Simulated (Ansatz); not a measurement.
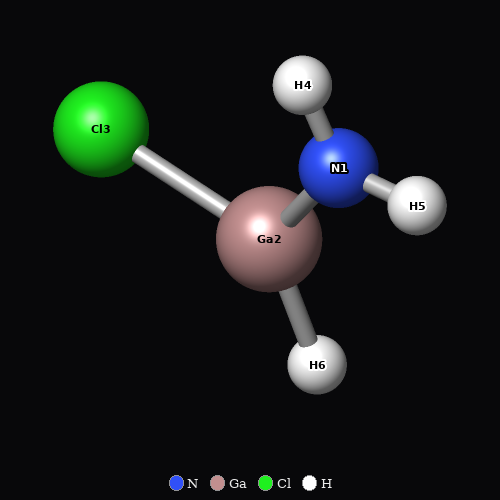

The system is ClGaH₃N (SMILES [NH2][GaH][Cl]) with the probe Br-; the picture shows it without the atoms that are moved over the map. 
- The probe is moved over a plane parallel to the molecule's main plane, 3.10 Å above it.
- Coordinates scanned: (1) x of the probe's Br atom; (2) y of the probe's Br atom.
- Nothing is relaxed (molecule and probe rigid).
- The scan uses an 11 × 11 grid.
- Energies are in eV, from the lowest grid point.
- Theory: RKS PBE0-D4/def2-SVPD (Ansatz).

Range: x of the probe's Br atom from −3.65 to 3.65 Å; y of the probe's Br atom from −3.65 to 3.65 Å.

> What landscape does the calculation give?

The lowest grid point is at x of the probe's Br atom = 0.00 Å, y of the probe's Br atom = −0.73 Å [nearest 1 Ga at 3.10 Å]. The bottom of the well lies between grid points, at about x of the probe's Br atom = 0.19 Å, y of the probe's Br atom = −1.06 Å, about 0.031 eV lower on the interpolated surface. It is the only kind of minimum in the scanned range. The highest grid point, x of the probe's Br atom = −2.19 Å, y of the probe's Br atom = 0.73 Å [nearest 1 Cl at 3.16 Å], lies 0.95 eV above the lowest. Near the minimum the curvatures are about 0.38 and 0.44 eV/Å² along the soft and the stiff direction.

| y of the probe's Br atom ↓, x of the probe's Br atom → | −3.65 | −2.92 | −2.19 | −1.46 | −0.73 | 0.00 | 0.73 | 1.46 | 2.19 | 2.92 | 3.65 |
| --- | --- | --- | --- | --- | --- | --- | --- | --- | --- | --- | --- |
| 3.65 | 0.86 | 0.85 | 0.82 | 0.79 | 0.74 | 0.69 | 0.64 | 0.61 | 0.59 | 0.59 | 0.59 |
| 2.92 | 0.86 | 0.85 | 0.83 | 0.78 | 0.72 | 0.65 | 0.60 | 0.57 | 0.55 | 0.55 | 0.55 |
| 2.19 | 0.87 | 0.86 | 0.85 | 0.79 | 0.70 | 0.62 | 0.58 | 0.56 | 0.54 | 0.52 | 0.52 |
| 1.46 | 0.88 | 0.89 | 0.90 | 0.83 | 0.68 | 0.57 | 0.56 | 0.59 | 0.57 | 0.52 | 0.50 |
| 0.73 | 0.89 | 0.92 | 0.95 | 0.84 | 0.59 | 0.43 | 0.47 | 0.58 | 0.59 | 0.52 | 0.47 |
| 0.00 | 0.88 | 0.90 | 0.90 | 0.72 | 0.40 | 0.19 | 0.26 | 0.44 | 0.52 | 0.48 | 0.45 |
| −0.73 | 0.85 | 0.83 | 0.75 | 0.52 | 0.19 | 0.00 | 0.06 | 0.25 | 0.38 | 0.41 | 0.43 |
| −1.46 | 0.82 | 0.76 | 0.63 | 0.41 | 0.15 | 0.01 | 0.04 | 0.17 | 0.30 | 0.38 | 0.43 |
| −2.19 | 0.79 | 0.72 | 0.60 | 0.44 | 0.27 | 0.17 | 0.17 | 0.24 | 0.33 | 0.40 | 0.46 |
| −2.92 | 0.78 | 0.72 | 0.63 | 0.51 | 0.41 | 0.34 | 0.33 | 0.36 | 0.41 | 0.46 | 0.50 |
| −3.65 | 0.77 | 0.73 | 0.66 | 0.59 | 0.52 | 0.47 | 0.45 | 0.46 | 0.49 | 0.52 | 0.55 |

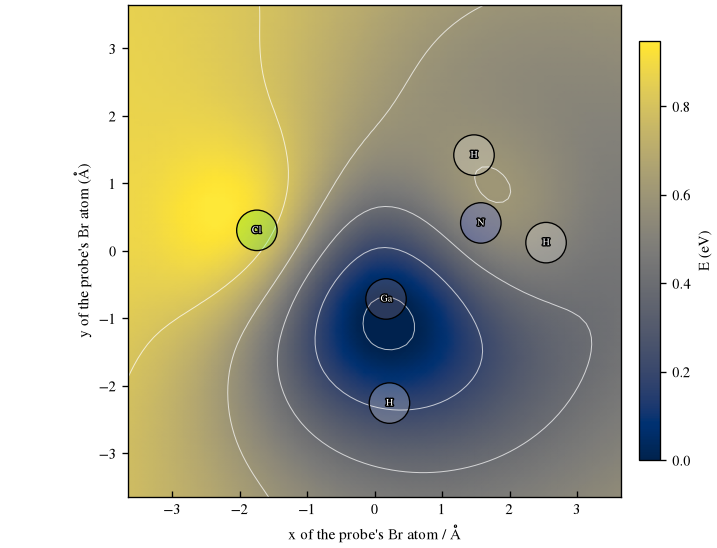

Drawn: a smooth colour map with a few white contour lines, labelled circles for the molecule's atoms, projected on the plane. Between grid points the surface is interpolated.

Time for the 121 points that were run: 25 min on 1 thread of Arm Neoverse V2, on a shared host.
